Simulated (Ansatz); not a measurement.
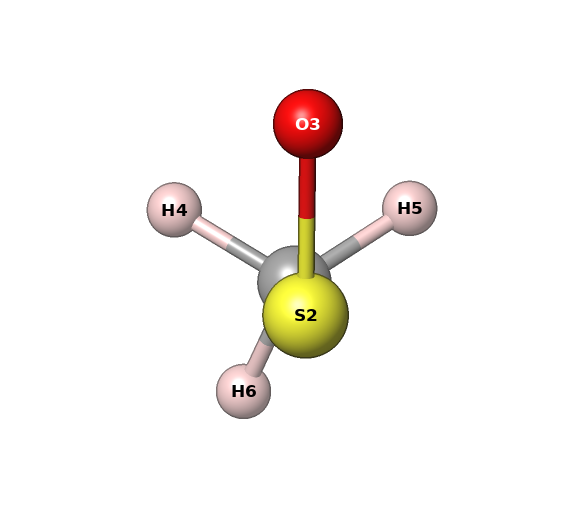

(Drawn from a calculation with Ansatz.)

C1 lies behind S2. The molecule seen nearly along the S2–C1 bond, S2 in front. Atoms fade into the background with distance from the viewer. State: charge −1, singlet. Geometry: moved along internal coordinates away from the minimum.

Question: What is the torsion angle O3–S2–C1–H4? The sign is positive where the front bond must turn clockwise to cover the back bond.

Answer: −60°, synclinal (gauche).
